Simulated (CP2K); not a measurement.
# CH (SMILES [CH]): PM6

Aim: the vertical doublet–quartet gap of CH at PM6, from 2 runs. 

The results are computed with CP2K 2026.2.

1 further run of the same task is left out (set aside as unsound or not needed).

### 1 The structure to begin with

CH has 2 atoms, charge 0, and is taken as a doublet. As SMILES, `[CH]`. The shape is that of a PBE0-D4/def2-TZVP optimisation.

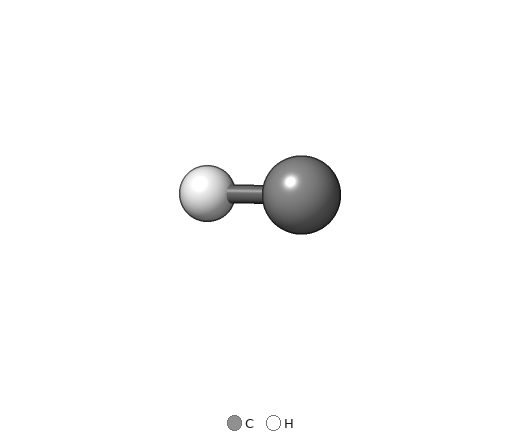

The structure, seen from a chosen angle (carbon grey, hydrogen white).

### 2 The energy at PM6

Contents of molecule.pdb:

```
HETATM    1 C    MOL A   1       0.000   0.000  -0.004  1.00  0.00           C
HETATM    2 H    MOL A   1       0.000   0.000   1.118  1.00  0.00           H
END
```

Contents of gas.inp:

```
&GLOBAL
  PROJECT_NAME gas
  RUN_TYPE ENERGY
  PRINT_LEVEL MEDIUM
&END
&FORCE_EVAL
  METHOD QUICKSTEP
  &DFT
    CHARGE 0
    MULTIPLICITY 2
    SPIN_POLARIZED T
    &QS
      METHOD PM6
      EPS_DEFAULT 1.0E-10
      &SE
        &COULOMB
          CUTOFF [angstrom] 50
          RC_RANGE [angstrom] 0
        &END
        &EXCHANGE
          CUTOFF [angstrom] 50
          RC_RANGE [angstrom] 0
        &END
      &END
    &END
    &POISSON
      PERIODIC NONE
      POISSON_SOLVER ANALYTIC
    &END
    &SCF
      SCF_GUESS ATOMIC
      EPS_SCF 1.0E-07
      MAX_SCF 80
      ADDED_MOS 4
      &DIAGONALIZATION
        ALGORITHM STANDARD
      &END
      &MIXING
        METHOD DIRECT_P_MIXING
        ALPHA 0.4
      &END
    &END
    &PRINT
      &MOMENTS
        PERIODIC F
        REFERENCE COM
        MAX_MOMENT 1
      &END
      &MO ON
        ENERGIES T
        OCCUPATION_NUMBERS T
        NDIGITS 6
        &EACH
          QS_SCF 0
        &END
        ADD_LAST NUMERIC
      &END
      &HIRSHFELD OFF
      &END
    &END
  &END
  &SUBSYS
    &CELL
      ABC [angstrom] 16 16 17.1
      PERIODIC NONE
    &END
    &TOPOLOGY
      COORD_FILE_NAME molecule.pdb
      COORD_FILE_FORMAT PDB
      CONN_FILE_FORMAT OFF
      &CENTER_COORDINATES
      &END
    &END
  &END
&END
```

Started as:

```
OMP_NUM_THREADS=1 cp2k.psmp gas.inp > gas.out
```

What it wrote, cut to the lines that bear on the results:

```text
CP2K| version string:                                       CP2K version 2026.2
[...]
 GLOBAL| Method name                                                        CP2K
[...]
 GLOBAL| Run type                                                         ENERGY
[...]
 *** WARNING in qs_environment.F:2191 :: More ADDED_MOs requested for beta ***
 *** spin than available.                                                  ***
 *** WARNING in qs_environment.F:2210 :: More added MOs requested than     ***
 *** available. The full set of unoccupied MOs will be used. Use           ***
 *** 'ADDED_MOS -1' to always use all available MOs and to get rid of this ***
[...]
                             - Atoms:                                          2
[...]
                             - Spherical basis functions:                      5
[...]
 Number of electrons:                                                          3
[...]
     1 P_Mix/Diag. 0.40E+00    0.0     0.50000000        -3.7291581675 -3.73E+00
[...]
    14 DIIS/Diag.  0.11E-06    0.0     0.00000009        -4.7761643954 -1.90E-13
  *** SCF run converged in    14 steps ***
  Core-core repulsion energy [eV]:                             42.32663122256900
  Core Hamiltonian energy [eV]:                              -200.64244049436769
  Two-electron integral energy [eV]:                           56.69953309101147
  Electronic energy [eV]:                                    -172.29267394886196
  Total energy [eV]:                                         -129.96604272629293
  Atomic reference energy [eV]:                               136.11838556641064
  Heat of formation [kcal/mol]:                               141.87640758361704
[...]
 SE_DIPOLE| Moment [Debye]         -0.00000000      -0.00000000      -1.35378985
 SE_DIPOLE| Derivative [a.u.]       0.00000000       0.00000000       0.00000000
 ENERGY| Total FORCE_EVAL ( QS ) energy [hartree]             -4.776164395438455
[...]
```

It took 0.24 s on 1 thread of Arm Neoverse V2, shared host.

### 3 The quartet, same level

molecule.pdb is that of step 2.

Contents of calc.inp:

```
&GLOBAL
 PROJECT calc
 RUN_TYPE ENERGY
 PRINT_LEVEL MEDIUM
&END GLOBAL

&FORCE_EVAL
 METHOD QS
 &DFT
  MULTIPLICITY 4
  LSD T
  &QS
   METHOD PM6
   EPS_DEFAULT 1.0E-10
   &SE
    &COULOMB
     CUTOFF [angstrom] 50
     RC_RANGE [angstrom] 0
    &END COULOMB
    &EXCHANGE
     CUTOFF [angstrom] 50
     RC_RANGE [angstrom] 0
    &END EXCHANGE
   &END SE
  &END QS
  &POISSON
   PERIODIC NONE
   POISSON_SOLVER ANALYTIC
  &END POISSON
  &SCF
   SCF_GUESS ATOMIC
   EPS_SCF 1.0E-07
   MAX_SCF 80
   ADDED_MOS 4
   &DIAGONALIZATION
    ALGORITHM STANDARD
   &END DIAGONALIZATION
   &MIXING
    METHOD DIRECT_P_MIXING
    ALPHA 0.4
   &END MIXING
  &END SCF
  &PRINT
   &MOMENTS
    PERIODIC F
    REFERENCE COM
    MAX_MOMENT 1
   &END MOMENTS
   &MO ON
    ENERGIES T
    OCCUPATION_NUMBERS T
    NDIGITS 6
    &EACH
     QS_SCF 0
    &END EACH
    ADD_LAST NUMERIC
   &END MO
   &HIRSHFELD OFF
   &END HIRSHFELD
  &END PRINT
 &END DFT
 &SUBSYS
  &CELL
   ABC 16 16 17.1
   PERIODIC NONE
  &END CELL
  &TOPOLOGY
   COORD_FILE_NAME molecule.pdb
   COORD_FILE_FORMAT PDB
   CONN_FILE_FORMAT OFF
   &CENTER_COORDINATES
   &END CENTER_COORDINATES
  &END TOPOLOGY
 &END SUBSYS
&END FORCE_EVAL
```

Started as:

```
OMP_NUM_THREADS=1 cp2k.psmp -i calc.inp -o calc.out
```

What it wrote, cut to the lines that bear on the results:

```text
CP2K| version string:                                       CP2K version 2026.2
[...]
 GLOBAL| Method name                                                        CP2K
[...]
 GLOBAL| Run type                                                         ENERGY
[...]
 *** WARNING in qs_environment.F:2210 :: More added MOs requested than     ***
 *** available. The full set of unoccupied MOs will be used. Use           ***
 *** 'ADDED_MOS -1' to always use all available MOs and to get rid of this ***
[...]
                             - Atoms:                                          2
[...]
                             - Spherical basis functions:                      5
[...]
 Number of electrons:                                                          4
[...]
     1 P_Mix/Diag. 0.40E+00    0.0     0.50000000        -3.7291581675 -3.73E+00
[...]
    16 DIIS/Diag.  0.88E-07    0.0     0.00000010        -4.7684016624 -1.66E-13
  *** SCF run converged in    16 steps ***
  Core-core repulsion energy [eV]:                             42.32663122256900
  Core Hamiltonian energy [eV]:                              -203.78988623471810
  Two-electron integral energy [eV]:                           63.41689398753557
  Electronic energy [eV]:                                    -172.08143924095032
  Total energy [eV]:                                         -129.75480801838131
  Atomic reference energy [eV]:                               136.11838556641064
  Heat of formation [kcal/mol]:                               146.74759605511346
[...]
 SE_DIPOLE| Moment [Debye]         -0.00000000       0.00000000      -0.93199622
 SE_DIPOLE| Derivative [a.u.]       0.00000000       0.00000000       0.00000000
 ENERGY| Total FORCE_EVAL ( QS ) energy [hartree]             -4.768401662421085
[...]
```

Run time: 0.24 s. Hardware: 1 thread of Arm Neoverse V2, shared host.

### 4 Results

Level: PM6.

| quantity | value |
| --- | --- |
| doublet: total energy | -4.77616 Eh |
| doublet: dipole moment | 1.35 D |
| doublet: HOMO energy (highest over α and β) | -8.87 eV |
| doublet: LUMO energy (lowest over α and β) | -0.03 eV |
| doublet: heat of formation | 141.9 kcal/mol |
| quartet: total energy | -4.76840 Eh |
| quartet: dipole moment | 0.93 D |
| quartet: HOMO energy (highest over α and β) | -10.20 eV |
| quartet: LUMO energy (lowest over α and β) | -0.14 eV |
| quartet: heat of formation | 146.7 kcal/mol |
| vertical energy of the quartet above the doublet | 0.211 eV |

At this shape the quartet lies 0.21 eV (20.4 kJ/mol) above the doublet.
